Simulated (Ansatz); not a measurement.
**CH5AlOSi: two geometries relaxed**

Aim: relax the geometries before and after the rotation by 120° about the Al1–Si2 bond, and see whether they are two minima and how far apart in energy. SMILES of the start: [AlH2][SiH]1CO1.

Program: Ansatz 0.2.0. Level of theory: RKS PBE-D4/STO-3G. These are calculated values, not measurements.

**1. The structure to begin with**

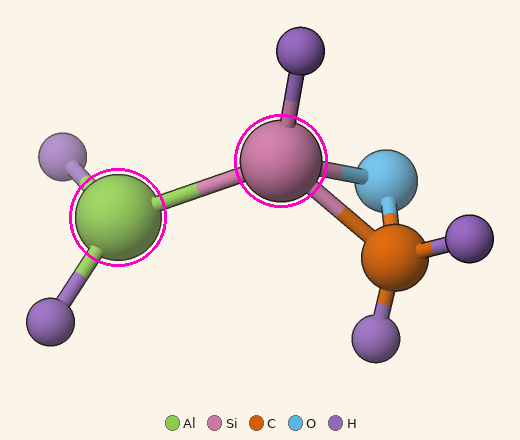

The starting structure, seen from a chosen angle (aluminium green, silicon pink, carbon orange, oxygen blue, hydrogen purple). Ringed: Al1, Si2.

As a file:

```xyz
9

Al   -0.8800    1.3834   -1.0047
Si    0.7842    0.0985   -0.0884
C     0.2394   -1.1774    1.1156
O     0.3729   -1.5787   -0.1806
H    -1.2492    1.3294   -2.5955
H    -1.7728    2.4250   -0.0821
H     2.2342    0.1912   -0.4571
H    -0.7265   -1.0865    1.5091
H     1.0862   -1.6313    1.7666
```

**2. End point A**

Contents of input.yaml:

```yaml
crystal:
  periodic: [false, false, false]
  atoms:
    - { symbol: Al, position_ang: [-0.88, 1.3834, -1.0047] }
    - { symbol: Si, position_ang: [0.7842, 0.0985, -0.0884] }
    - { symbol: C, position_ang: [0.2394, -1.1774, 1.1156] }
    - { symbol: O, position_ang: [0.3729, -1.5787, -0.1806] }
    - { symbol: H, position_ang: [-1.2492, 1.3294, -2.5955] }
    - { symbol: H, position_ang: [-1.7728, 2.425, -0.0821] }
    - { symbol: H, position_ang: [2.2342, 0.1912, -0.4571] }
    - { symbol: H, position_ang: [-0.7265, -1.0865, 1.5091] }
    - { symbol: H, position_ang: [1.0862, -1.6313, 1.7666] }
basis:
  gaussian: { orbitals: STO-3G }
hamiltonian:
  xc: pbe
  dispersion: d4
relax:
  f_tol: 0.015
  max_steps: 40
output:
  orbitals: {}
```

Launch:

```
$ ansatz run input.yaml --threads 1 --pin off --max-ram 2048MiB --backend cpu --events-out ev --progress --plain --runs-dir out
```

Log, cut to the lines that bear on the results:

```text
Warning: RAYON_NUM_THREADS=1 ignored (pool sized by the plan → 1); use --threads N
[...]
Functional definition: PBE
[...]
445 factors; integrals over basis functions are off by at most 1.1e-5 eV
[...]
mean field -17413.62613373 eV, -639.9389570350 hartree, gradient 1.5e-5 eV, S^2 0.000000; 0 other end points of the search recorded, 0 dependent functions left out
[...]
reference -17413.62615542 eV, -639.9389578319 hartree; 23, 23 occupied and 10, 10 virtual orbitals, 445 factors
relax step   1: F+E_penalty+E_count = -17413.80281614 eV  Δ(F+E_penalty+E_count) = +0.000e0 eV  max|allowed force component| = 5.310e0 eV/Å  Δτ_max = 0.0000 Å  (24 SCF iters, accepted)
[...]
relax step   5: F+E_penalty+E_count = -17414.83588944 eV  Δ(F+E_penalty+E_count) = -4.393e-3 eV  max|allowed force component| = 1.297e-1 eV/Å  Δτ_max = 0.0284 Å  (26 SCF iters, accepted)
[...]
relax step   9: F+E_penalty+E_count = -17414.88285174 eV  Δ(F+E_penalty+E_count) = -1.332e-2 eV  max|allowed force component| = 4.178e-1 eV/Å  Δτ_max = 0.1655 Å  (26 SCF iters, accepted)
[...]
relax step  13: F+E_penalty+E_count = -17414.91961322 eV  Δ(F+E_penalty+E_count) = -9.652e-4 eV  max|allowed force component| = 1.383e-1 eV/Å  Δτ_max = 0.0976 Å  (26 SCF iters, accepted)
[...]
relax step  16: F+E_penalty+E_count = -17414.92501040 eV  Δ(F+E_penalty+E_count) = -6.024e-4 eV  max|allowed force component| = 1.611e-2 eV/Å  Δτ_max = 0.0262 Å  (26 SCF iters, accepted)
[...]
relax step  17: F+E_penalty+E_count = -17414.92507781 eV  Δ(F+E_penalty+E_count) = -6.741e-5 eV  max|allowed force component| = 1.369e-2 eV/Å  Δτ_max = 0.0157 Å  (19 SCF iters, accepted)
445 factors; integrals over basis functions are off by at most 1.4e-5 eV
mean field -17414.74988198 eV, -639.9802540214 hartree, gradient 2.0e-5 eV, S^2 0.000000; 1 other end points of the search recorded, 0 dependent functions left out
[...]
reference -17414.74990360 eV, -639.9802548158 hartree; 23, 23 occupied and 10, 10 virtual orbitals, 445 factors
Total energy: -17414.92509943 eV, -639.9866931438 hartree
Atom 0 at    -0.914218     1.428674    -1.106792 Å, force    -0.002373     0.000068    -0.005040 eV/Å
Atom 1 at     0.571953    -0.145510    -0.369942 Å, force    -0.000150     0.003395    -0.005890 eV/Å
Atom 2 at     0.404289    -1.018619     1.244857 Å, force    -0.012360    -0.007622     0.013694 eV/Å
Atom 3 at    -0.008111    -1.785483     0.036979 Å, force     0.003193     0.009669     0.001669 eV/Å
Atom 4 at    -0.463176     2.457372    -2.122024 Å, force    -0.002852    -0.006264     0.008907 eV/Å
Atom 5 at    -2.326834     1.435618    -0.565636 Å, force     0.003644     0.003024    -0.002712 eV/Å
Atom 6 at     1.947227    -0.218298    -0.873522 Å, force     0.004714    -0.001921    -0.004594 eV/Å
Atom 7 at    -0.416963    -0.779380     1.958867 Å, force     0.006613    -0.003376    -0.004257 eV/Å
Atom 8 at     1.294232    -1.420776     1.780114 Å, force    -0.000428     0.003028    -0.001776 eV/Å
Dipole moment:    -0.028070     0.428129    -0.111293 e Å
```

Wall time 32 s (1 thread of Arm Neoverse V2, shared host); peak memory 0.14 GiB.

The steps of the relaxation:

```csv
step,energy from step 1 (eV),largest force component (eV/Å)
1,0.0000,5.3100
2,-0.9102,1.2905
3,-1.0163,0.2952
4,-1.0287,0.2278
5,-1.0331,0.1297
6,-1.0469,0.0747
7,-1.0565,0.3457
8,-1.0667,0.4049
9,-1.0800,0.4178
10,-1.1045,0.1979
11,-1.1158,0.0627
12x,-1.1157,0.2495
13,-1.1168,0.1383
14,-1.1192,0.1146
15,-1.1216,0.0443
16,-1.1222,0.0161
17,-1.1223,0.0137
```

Step 1 is the start. 1 step was tried and not accepted (marked x).

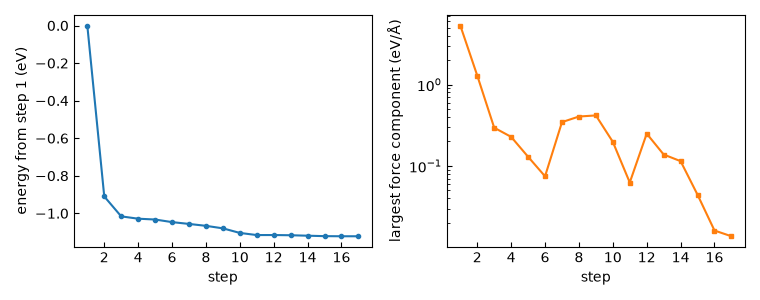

Energy and largest force along the relaxation.

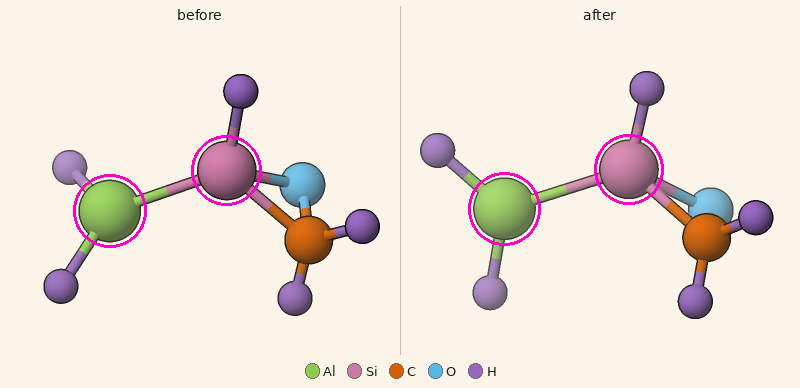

The structure before (left) and after (right), drawn at the same scale.

After: Bond lengths: Al1–Si2 2.287 Å, Si2–C3 1.843 Å, Si2–O4 1.786 Å, C3–O4 1.489 Å, Al1–H5 1.514 Å, Al1–H6 1.513 Å, Si2–H7 1.466 Å, C3–H8 1.114 Å, C3–H9 1.114 Å. Angles (14 of 16 angles, heavy atoms first): Al1–Si2–C3 123.3°, Al1–Si2–O4 119.6°, C3–Si2–O4 48.4°, Si2–C3–O4 63.8°, Si2–O4–C3 67.8°, Al1–Si2–H7 122.2°, C3–Si2–H7 111.3°, O4–Si2–H7 109.7°, Si2–Al1–H5 119.4°, Si2–Al1–H6 119.7°, Si2–C3–H8 121.8°, Si2–C3–H9 121.3°, O4–C3–H8 115.2°, O4–C3–H9 115.2°.

**3. End point B**

The second end starts from a geometry with the move made by hand.

Contents of input.yaml:

```yaml
crystal:
  periodic: [false, false, false]
  atoms:
    - { symbol: Al, position_ang: [-0.88, 1.3834, -1.0047] }
    - { symbol: Si, position_ang: [0.7842, 0.0985, -0.0884] }
    - { symbol: C, position_ang: [2.0706, 1.00883, 0.85544] }
    - { symbol: O, position_ang: [1.0226, 0.5136, 1.57338] }
    - { symbol: H, position_ang: [-1.2492, 1.3294, -2.5955] }
    - { symbol: H, position_ang: [-1.7728, 2.425, -0.0821] }
    - { symbol: H, position_ang: [0.84071, -1.39798, -0.15468] }
    - { symbol: H, position_ang: [2.12875, 2.04452, 0.71387] }
    - { symbol: H, position_ang: [3.03465, 0.40327, 1.0808] }
basis:
  gaussian: { orbitals: STO-3G }
hamiltonian:
  xc: pbe
  dispersion: d4
relax:
  f_tol: 0.015
  max_steps: 40
output:
  orbitals: {}
```

Launch:

```
$ ansatz run input.yaml --threads 1 --pin off --max-ram 2048MiB --backend cpu --events-out ev --progress --plain --runs-dir out
```

Log, cut to the lines that bear on the results:

```text
Warning: RAYON_NUM_THREADS=1 ignored (pool sized by the plan → 1); use --threads N
[...]
[... 1 set-up line as earlier in the session ...]
[...]
445 factors; integrals over basis functions are off by at most 1.2e-5 eV
[...]
mean field -17413.68658792 eV, -639.9411786855 hartree, gradient 1.4e-5 eV, S^2 0.000000; 0 other end points of the search recorded, 0 dependent functions left out
[...]
reference -17413.68660961 eV, -639.9411794823 hartree; 23, 23 occupied and 10, 10 virtual orbitals, 445 factors
relax step   1: F+E_penalty+E_count = -17413.86358053 eV  Δ(F+E_penalty+E_count) = +0.000e0 eV  max|allowed force component| = 4.188e0 eV/Å  Δτ_max = 0.0000 Å  (24 SCF iters, accepted)
[...]
relax step   4: F+E_penalty+E_count = -17414.89045222 eV  Δ(F+E_penalty+E_count) = -1.556e-2 eV  max|allowed force component| = 4.573e-1 eV/Å  Δτ_max = 0.1999 Å  (25 SCF iters, accepted)
[...]
Total energy: -17414.92513845 eV, -639.9866945779 hartree
Atom 0 at    -0.968257     1.405667    -1.049997 Å, force    -0.001711     0.000673    -0.001490 eV/Å
Atom 1 at     0.703144     0.189683    -0.072065 Å, force     0.000917     0.001211     0.002737 eV/Å
Atom 2 at     2.051057     0.948306     0.931652 Å, force    -0.000382     0.000059     0.000521 eV/Å
Atom 3 at     0.951990     0.294354     1.693811 Å, force     0.001275     0.000258    -0.001721 eV/Å
Atom 4 at    -1.687118     0.841372    -2.256543 Å, force     0.000621     0.000021     0.000665 eV/Å
Atom 5 at    -1.330323     2.765046    -0.494293 Å, force     0.000044    -0.000475    -0.000107 eV/Å
Atom 6 at     1.078716    -1.146639    -0.545518 Å, force     0.000098    -0.000275    -0.000422 eV/Å
Atom 7 at     2.132753     2.051016     1.067390 Å, force    -0.000264    -0.001233    -0.000369 eV/Å
Atom 8 at     3.047549     0.459734     1.023671 Å, force    -0.000598    -0.000241     0.000188 eV/Å
Dipole moment:    -0.169846     0.102503    -0.395242 e Å
```

Wall time 26 s (1 thread of Arm Neoverse V2, shared host); peak memory 0.2 GiB.

Relaxation path:

```csv
step,energy from step 1 (eV),largest force component (eV/Å)
1,0.0000,4.1877
2,-0.8857,1.6330
3,-1.0113,0.3211
4,-1.0269,0.4573
5,-1.0408,0.1818
6,-1.0548,0.0426
7x,-1.0432,0.2306
8,-1.0587,0.0750
9,-1.0609,0.0497
10x,-1.0588,0.1502
11,-1.0613,0.0139
12,-1.0615,0.0176
13x,-1.0614,0.0319
14,-1.0615,0.0027
```

Step 1 is the start. 3 steps were tried and not accepted (marked x).

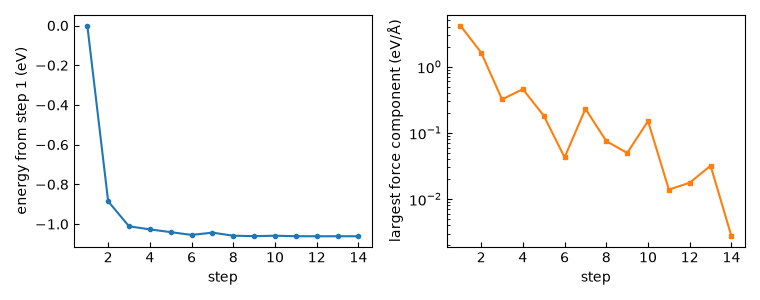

How energy and force went from step to step.

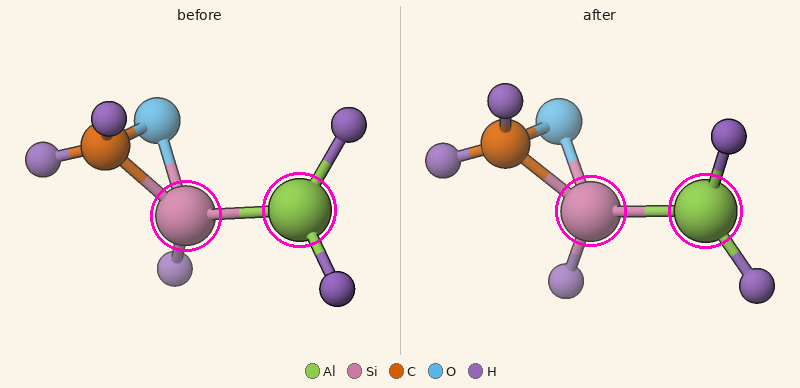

The structure before (left) and after (right), drawn at the same scale.

After: Bond lengths: Al1–Si2 2.287 Å, Si2–C3 1.844 Å, Si2–O4 1.786 Å, C3–O4 1.489 Å, Al1–H5 1.514 Å, Al1–H6 1.513 Å, Si2–H7 1.467 Å, C3–H8 1.114 Å, C3–H9 1.114 Å. Angles (14 of 16 angles, heavy atoms first): Al1–Si2–C3 123.3°, Al1–Si2–O4 119.6°, C3–Si2–O4 48.4°, Si2–C3–O4 63.8°, Si2–O4–C3 67.8°, Al1–Si2–H7 122.3°, C3–Si2–H7 111.3°, O4–Si2–H7 109.7°, Si2–Al1–H5 119.3°, Si2–Al1–H6 119.7°, Si2–C3–H8 121.8°, Si2–C3–H9 121.2°, O4–C3–H8 115.2°, O4–C3–H9 115.2°.

**4. Summary of results**

| quantity | value |
| --- | --- |
| end A | 15 moves, 1.122 eV lower |
| end B | 10 moves, 1.062 eV lower |
| largest difference between the ends | 0.01 Å |
| end B relative to end A | -0.000 eV |

**Reading.** The two relaxations end at one structure, within 0.01 Å: no second minimum was found from this start, which doesn't rule one out. The basis is very small, so the numbers are rough.
